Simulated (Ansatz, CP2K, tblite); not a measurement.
# Which run comes nearest? H4C6Br2O (P2_1/c) (104 atoms)

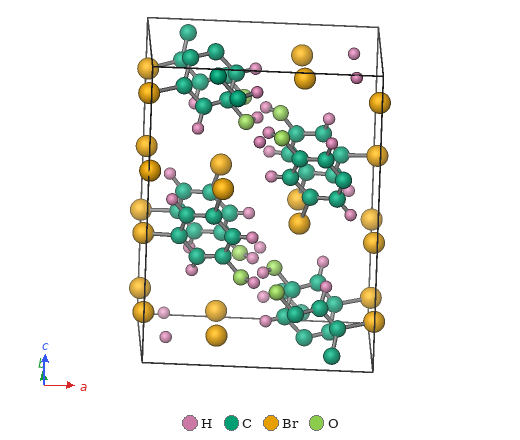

The cell (hydrogen pink, carbon teal, bromine orange, oxygen green). Bonds to atoms that aren't drawn are left out. Some periodic images of atoms are drawn too.

The cell holds 104 atoms: 32 H, 48 C, 16 Br and 8 O. Its edges and angles: a = 11.169 Å, b = 8.413 Å, c = 14.911 Å, α = 90.0°, β = 91.1°, γ = 90.0°. It derives from H4C6Br2O (P2_1/c), repeated 1×2×1. H4C6Br2O, space group P2_1/c, structure from the Crystallography Open Database, 1 x 2 x 1 conventional cells; every coordinate displaced by a Gaussian of 0.01 Å; bonds to H set to neutron lengths (C-H 1.089, N-H 1.015, O-H 0.983, B-H 1.19 Å) where the listed ones are shorter. Then every atom was moved at random, 0.03 Å r.m.s. a Cartesian component (hydrogen 0.6 of that).

Geometry: as built.

The reference, a calculation:

| Item | Value |
| --- | --- |
| method | Kohn-Sham DFT, PBE, PAW, plane waves (Ansatz 0.2.0); cutoff 420 eV, Γ point, fermi-dirac smearing of 0.05 eV; PAW set soft_2 |
| r.m.s. force component | 1.508 eV/Å |
| longest force | 7.72 eV/Å |
| pressure | 2.85 GPa |
| gap (highest filled to lowest empty level) | 3.383 eV |
| SCF cycles | 9 |
| time | 14 s on 4 threads of Arm Neoverse V2, shared host |
| CPU time | 52 s |

Runs, in no order:
A. CP2K GFN1-xTB, OT DIIS: GFN1-xTB tight binding (the program's own implementation), orbital transformation
B. CP2K PBE, SZV-MOLOPT-SR, 600/50 Ry, SIGN filter 1e-06, SCF 1e-06: Kohn-Sham DFT, PBE, GTH-PBE pseudopotentials, Gaussian and plane waves, SZV-MOLOPT-SR-GTH, linear-scaling purification of the density matrix
C. CP2K PBE, DZVP-MOLOPT-SR, 600/50 Ry, OT CG: Kohn-Sham DFT, PBE, GTH-PBE pseudopotentials, Gaussian and plane waves, DZVP-MOLOPT-SR-GTH, orbital transformation

Q: Order them from the smallest to the largest r.m.s. force difference.

C, A, B.

```csv
run,"Δ force, r.m.s. (meV/Å)",share of r.m.s. force (%),CPU time
"C. CP2K PBE, DZVP-MOLOPT-SR, 600/50 Ry, OT CG",139,9.24,16 min
"A. CP2K GFN1-xTB, OT DIIS",228,15.1,3.8 s
"B. CP2K PBE, SZV-MOLOPT-SR, 600/50 Ry, SIGN filter 1e-06, SCF 1e-06",1088,72.2,2.1 min
```

Periodic xTB results under one method name differ between programs and library versions. The published positions, changed by the recipe (random displacements or longer bonds to H), lie far from the minimum at this level of theory. The electronic-structure runs sample only Γ, in a cell whose shortest periodic width is 8 Å.

[Logs are printed without paths, hosts, clocks, repeated set-up lines and the standing remarks that a program may print on its own settings, such as how far it seeks lower states.]

[Hosts, paths, dates, database ids (printed as entryN), source tags and the programs' standing remarks are cut or masked in the printed files.]
